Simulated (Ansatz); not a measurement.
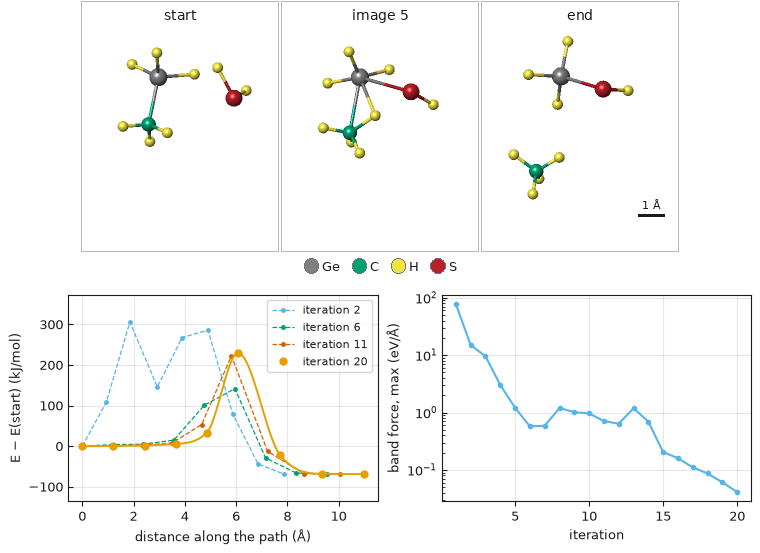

A nudged-elastic-band calculation for CH$_{8}$GeS, made up at the start of CH6Ge and H$_{2}$S. Images are numbered from 0 (start) to 8 (end). The plot follows the band through its iterations. Style: ball-and-stick. Shown at a tilt.

Computed with RKS PBE0-D4/def2-mTZVP in Ansatz 0.2.0. Set-up: 7 movable images; climbing image; force threshold 0.05 eV/Å; iteration limit 60; starting path through a guess of the saddle point.

Question: How did the profile develop, and is the result final?

Answer: The result is final at these settings. The band converged in 20 iterations. The largest component of the band force went from 78 to 0.041 eV/Å. The climbing image converged on the top of the path. Its vibrational analysis gives one imaginary mode (1190i cm⁻¹), as a transition state must have. The first iteration put the highest image at 1787.4 kJ/mol. Forward barrier 229.7 kJ/mol, backward barrier 298.4 kJ/mol, with image 5 at the top; the reaction energy is −68.7 kJ/mol.

Limits of the set-up: the start holds two separate molecules, 2.9 Å apart at their closest, whose relative position is a soft coordinate.
